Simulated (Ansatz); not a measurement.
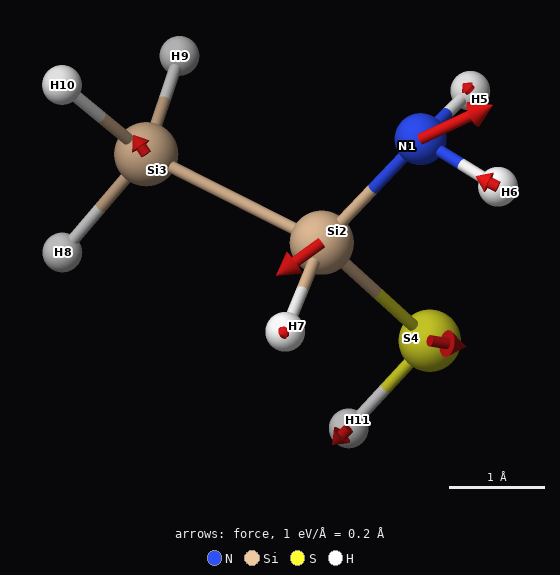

Starting geometry of Si2NH7S (coarse preliminary run) with the computed forces as red arrows. A ball-and-stick model, seen at a tilt.

The start comes from a force field.

The calculation used Ansatz, RKS PBE-D4/def2-SVP. (force threshold 0.03 eV/Å; at most 200 steps)

Is this structure relaxed? If not, where do the atoms go?

Answer. It isn't relaxed: the largest force vector, on N1, is 4.45 eV/Å. The final displacements have little in common with the starting forces (cosine between the two patterns 0.23). The energy falls by 54.8 kJ/mol in 5 accepted moves (6 points after the start). The largest force component goes from 3.6 to 0.027 eV/Å. The line search rejected the trial step at point 4 of the run. H11 moves most after the best rigid fit: 0.45 Å. Largest moves by element: H 0.45 Å, S 0.33 Å, Si 0.14 Å, N 0.09 Å. Among the contacts that change: Si2–S4 2.063 → 2.192 Å, N1–Si2 1.648 → 1.740 Å, Si2–Si3 2.290 → 2.351 Å, S4–H11 1.317 → 1.364 Å. Among the angles between lasting bonds that change: H5–N1–H6 99.0° → 110.3°, Si2–N1–H6 110.5° → 118.6°, Si2–N1–H5 110.9° → 118.4°.
